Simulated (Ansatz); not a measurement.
# One shape, several levels: BClF2 (chlorodifluoroborane)

We compute a comparison of 6 runs (HF/STO-3G, B3LYP/STO-3G, PBE/STO-3G, revPBE/STO-3G, CCSDT/STO-3G, UCCSD(T)/STO-3G) of BClF2 (chlorodifluoroborane). 

The results are computed with Ansatz 0.2.0.

66 further runs of the same task are left out: 7 that didn't finish, 59 set aside as unsound or not needed.

**1. Starting point**

The species is BClF2 (4 atoms), meant as a singlet with charge 0. SMILES: `FB(F)Cl`. The B2–F1 distance was set to 1.966 Å, away from the relaxed value.

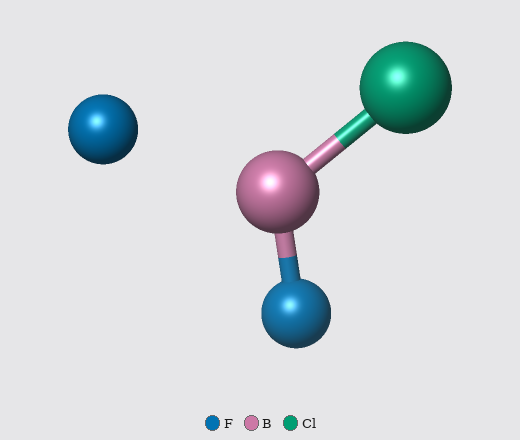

The structure, seen from a chosen angle (fluorine blue, boron pink, chlorine teal).

**2. The energy at HF/STO-3G (run 1)**

The input, input.yaml:

```yaml
crystal:
  periodic: [false, false, false]
  atoms:
    - symbol: F
      position_ang: [-0.227002, -1.860823, -0.788459]
    - symbol: B
      position_ang: [-0.067100, -0.041300, -0.062000]
    - symbol: F
      position_ang: [-1.011600, 0.830100, -0.317700]
    - symbol: Cl
      position_ang: [1.307900, 0.405300, 0.905700]
basis:
  gaussian:
    orbitals: STO-3G
hamiltonian:
  xc: hf
accuracy: high
```

On the command line:

```bash
$ ansatz run input.yaml --threads 1 --pin off --max-ram 2610MiB --events-out events.jsonl --progress --plain --runs-dir runs
```

The program printed:

```text
Warning: RAYON_NUM_THREADS=1 ignored (pool sized by the plan → 1); use --threads N
Functional definition: HF
  name "HF"
  exchange = exact_x
  correlation = 0
435 factors; integrals over basis functions are off by at most 3.3e-8 eV
mean field evaluation 1: about -18361.0015 eV, gradient 3.4e1 eV
mean field evaluation 2: about -18361.0423 eV, gradient 3.4e1 eV
mean field evaluation 4: about -18367.7308 eV, gradient 3.2e0 eV
mean field evaluation 8: about -18367.8197 eV, gradient 1.2e-1 eV
mean field -18367.81979557 eV, -675.0049273319 hartree, gradient 2.1e-8 eV, S^2 0.000000; 0 other end points of the search recorded, 0 dependent functions left out
reference -18367.81979557 eV, -675.0049273319 hartree; 20, 20 occupied and 4, 4 virtual orbitals, 435 factors
Total energy: -18367.81979557 eV, -675.0049273319 hartree
```

It took 0.16 s on 1 thread of Arm Neoverse V1, shared host.

**3. The energy at B3LYP/STO-3G (run 2)**

The input, job.yaml:

```yaml
crystal:
  periodic: [false, false, false]
  atoms:
    - {symbol: F, position_ang: [-0.227002, -1.860823, -0.788459]}
    - {symbol: B, position_ang: [-0.067100, -0.041300, -0.062000]}
    - {symbol: F, position_ang: [-1.011600, 0.830100, -0.317700]}
    - {symbol: Cl, position_ang: [1.307900, 0.405300, 0.905700]}
basis:
  gaussian:
    orbitals: STO-3G
accuracy: high
hamiltonian:
  xc: {name: B3LYP}
```

On the command line:

```bash
$ ansatz run job.yaml --threads 1 --pin off --max-ram 2610MiB --events-out events.jsonl --progress --plain --runs-dir runs
```

The program printed:

```text
Warning: RAYON_NUM_THREADS=1 ignored (pool sized by the plan → 1); use --threads N
Functional definition: B3LYP
  name "B3LYP"
  parameter a0 = 0.2
  parameter ax = 0.72
  parameter ac = 0.81
  exchange = (1 - a0 - ax)*slater_x + ax*b88_x + a0*exact_x
  correlation = (1 - ac)*vwn_rpa_c + ac*lyp_c
435 factors; integrals over basis functions are off by at most 3.3e-8 eV
mean field evaluation 1: about -18404.6876 eV, gradient 2.9e1 eV
mean field evaluation 2: about -18304.8408 eV, gradient 1.5e2 eV
mean field evaluation 4: about -18408.7747 eV, gradient 4.8e0 eV
mean field evaluation 8: about -18408.8197 eV, gradient 2.1e-1 eV
mean field evaluation 16: about -18408.8199 eV, gradient 1.9e-6 eV
mean field -18408.81989312 eV, -676.5116531258 hartree, gradient 1.3e-8 eV, S^2 0.000000; 0 other end points of the search recorded, 0 dependent functions left out
reference -18408.81991507 eV, -676.5116539324 hartree; 20, 20 occupied and 4, 4 virtual orbitals, 435 factors
Total energy: -18408.81991507 eV, -676.5116539324 hartree
```

Wall time 1.3 s (1 thread of Arm Neoverse V1, shared host); peak memory 0.098 GiB.

Run 3 isn't shown in full; the table further down has it.

**4. A single-point energy at revPBE/STO-3G (run 4)**

The input, run.yaml:

```yaml
crystal:
  periodic: [false, false, false]
  atoms:
    - {symbol: F, position_ang: [-0.227002, -1.860823, -0.788459]}
    - {symbol: B, position_ang: [-0.067100, -0.041300, -0.062000]}
    - {symbol: F, position_ang: [-1.011600, 0.830100, -0.317700]}
    - {symbol: Cl, position_ang: [1.307900, 0.405300, 0.905700]}
basis:
  gaussian:
    orbitals: STO-3G
hamiltonian:
  xc: {name: revPBE}
accuracy: high
```

On the command line:

```bash
$ ansatz run run.yaml --threads 1 --pin off --max-ram 2610MiB --events-out events.jsonl --progress --plain --runs-dir runs
```

The program printed:

```text
Warning: RAYON_NUM_THREADS=1 ignored (pool sized by the plan → 1); use --threads N
Functional definition: revPBE
  name "revPBE"
  parameter kappa = 1.245
  parameter beta = 0.06672455060314922
  exchange = pbe_x(kappa = kappa, mu = beta*pi^2/3)
  correlation = pbe_c(beta = beta)
435 factors; integrals over basis functions are off by at most 3.3e-8 eV
mean field evaluation 1: about -18402.9727 eV, gradient 2.5e1 eV
mean field evaluation 2: about -18275.9652 eV, gradient 1.7e2 eV
mean field evaluation 4: about -18405.4077 eV, gradient 1.2e1 eV
mean field evaluation 8: about -18405.8568 eV, gradient 2.7e-1 eV
mean field evaluation 16: about -18405.8572 eV, gradient 3.6e-7 eV
mean field -18405.85715450 eV, -676.4027744898 hartree, gradient 4.1e-8 eV, S^2 0.000000; 0 other end points of the search recorded, 0 dependent functions left out
reference -18405.85715614 eV, -676.4027745501 hartree; 20, 20 occupied and 4, 4 virtual orbitals, 435 factors
Total energy: -18405.85715614 eV, -676.4027745501 hartree
```

Run time: 1.2 s. Hardware: 1 thread of Arm Neoverse V1, shared host; peak memory 0.098 GiB.

Run 5 isn't shown in full; the table further down has it.

**5. The energy at UCCSD(T)/STO-3G (run 6)**

The input, input.yaml:

```yaml
basis:
  gaussian: {orbitals: STO-3G}
crystal:
  periodic: [false, false, false]
  atoms:
    - {symbol: F, position_ang: [-0.227002, -1.860823, -0.788459]}
    - {symbol: B, position_ang: [-0.067100, -0.041300, -0.062000]}
    - {symbol: F, position_ang: [-1.011600, 0.830100, -0.317700]}
    - {symbol: Cl, position_ang: [1.307900, 0.405300, 0.905700]}
magnetization: {spin_polarized: true}
correlation: {method: ccsd_t, frozen_orbitals: {B: 1, Cl: 5, F: 1}}
accuracy: high
scf: {omitted_lower_state_checks: [cluster_reference, increment]}
```

On the command line:

```bash
$ ansatz run input.yaml --threads 1 --pin off --max-ram 2610MiB --events-out events.jsonl --progress --plain --runs-dir runs
```

The program printed, cut to the lines that bear on the results:

```text
Warning: RAYON_NUM_THREADS=1 ignored (pool sized by the plan → 1); use --threads N
[... 2 set-up lines as earlier in the session ...]
[...]
435 factors; integrals over basis functions are off by at most 3.3e-8 eV
[...]
mean field -18368.53720834 eV, -675.0312917646 hartree, gradient 4.5e-8 eV, S^2 0.571581; 6 other end points of the search recorded, 0 dependent functions left out
8 core orbitals not correlated: weight in the atoms' cores, before any rotation towards them, 1.000 or more for the frozen orbitals, at most 0.000 for the correlated occupied ones
reference -18368.53720834 eV, -675.0312917646 hartree; 12, 12 occupied and 4, 4 virtual orbitals, 435 factors
second order -1.87449343 eV of doubles, -0.00000000 eV of singles
cycle   1  -2.06274267 eV  change   -1.9e-1 eV  update   9.7e-2
[...]
cycle  35  -3.25308136 eV  change    1.0e-9 eV  update   1.7e-9
perturbative correction -0.20897407 eV, -0.0076796554 hartree
Total energy: -18371.99926377 eV, -675.1585199551 hartree
Checks for a lower state left out: cluster_reference, increment
```

It took 0.89 s on 1 thread of Arm Neoverse V1, shared host.

**6. All runs side by side**

```
run            level  frozen core orbitals  energy (Eh)  wall time
  1        HF/STO-3G                     –  -675.004927     0.16 s
  2     B3LYP/STO-3G                     –  -676.511654      1.3 s
  3       PBE/STO-3G                     –  -676.111770      1.2 s
  4    revPBE/STO-3G                     –  -676.402775      1.2 s
  5     CCSDT/STO-3G                     8  -675.160449     0.75 s
  6  UCCSD(T)/STO-3G                     8  -675.158520     0.89 s
```

**7. Outcome**

| quantity | value |
| --- | --- |
| run 6: total energy | -675.15852 Eh |
| run 6: correlation energy (8 core orbitals frozen) | -127.2 mEh |
| run 6: (T) correction | -7.68 mEh |
| run 6: ⟨S²⟩ of the reference determinant | 0.572 |
| run 6: T1 diagnostic | 0.060 |

Below the HF energy at the same shape and in the same basis (STO-3G): CCSDT -155.5 mEh; UCCSD(T) -153.6 mEh. Some of these start from another determinant than that one, so these aren't their correlation energies. Totals of different functionals can't be ranked against each other. In run 5 the log says that unrestricted orbitals would lower the reference, so the values rest on an unstable closed-shell determinant (other closed-shell runs at this shape may share the fault). In runs 1, 2, 3, 4, 5, 6 the basis is minimal, so the values are rough. Spin contamination of the reference: run 6 ⟨S²⟩ = 0.57. All runs together took 5.6 s, the longest 1.3 s.
